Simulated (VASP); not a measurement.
Band structure of Tl (hcp). Method: PBE GGA with D4 dispersion, VASP's PBE PAW potentials (set 64) (plane waves; VASP).

Unless said otherwise, spin-orbit coupling is left out, though it shifts the bands of the heavy elements here.

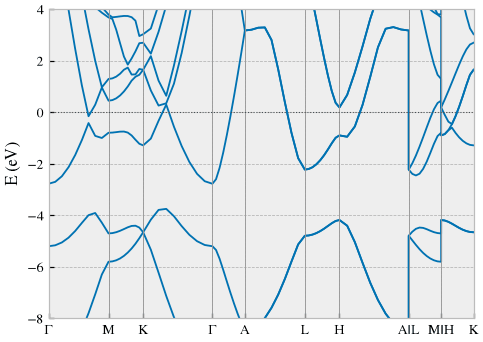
Fig. 1. Bands along high-symmetry lines, zero at the valence-band maximum or, without a gap, the Fermi level

Question: Read the plot: is there a gap, and where are the band edges?

Answer: It has no gap at this level: it comes out as a metal or semimetal. (Edges off the drawn lines would not show.)

The compound is Tl in the hcp structure. It was relaxed first.
